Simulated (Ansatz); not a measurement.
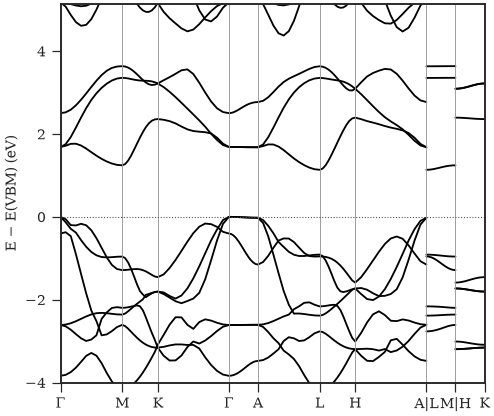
Figure: Band structure from plane-wave PAW PBE (Ansatz code)

Question: Read off the gap and where the band edges lie.

Answer: About 1.1 eV (1.14 eV by a search for the band edges); maximum at Γ, minimum at L.

The material is ZrS₂ (CdI2 type, space group No. 164).

Space group P-3m1 (CdI2 type). The PBE relaxation kept the symmetry of its start. No spin polarisation was allowed. The volume lies over 15 % above that of the usual cell of this phase: another minimum, or an error of the functional. A crystal of weakly bound layers computed without a dispersion correction: the cell and the soft elastic constants depend strongly on that. Spin–orbit coupling is left out wherever it is not named.

Potentials: the later of the program's two PAW sets.
